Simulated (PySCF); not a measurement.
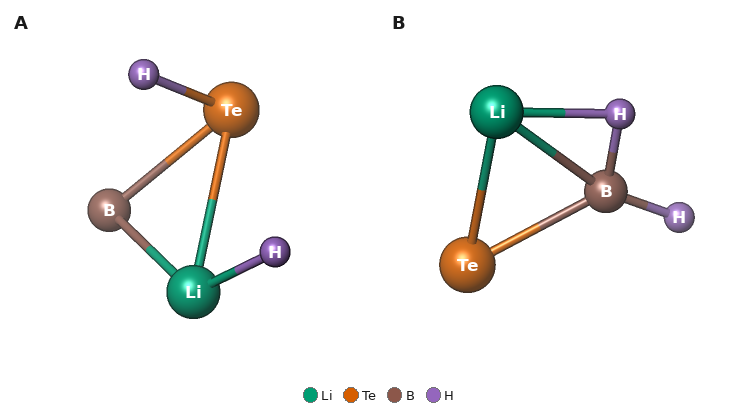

2 stationary structures of one formula. Geometries: PBE-D4/def2-SVP. Electronic energies: PBE-D4/def2-SVP (PySCF 2.14.0), without zero-point energy. No frequency run is at hand to confirm each as a minimum.

Which structure is the most stable?

B is lowest (Cs); A lies 5.572 eV above it (C1).
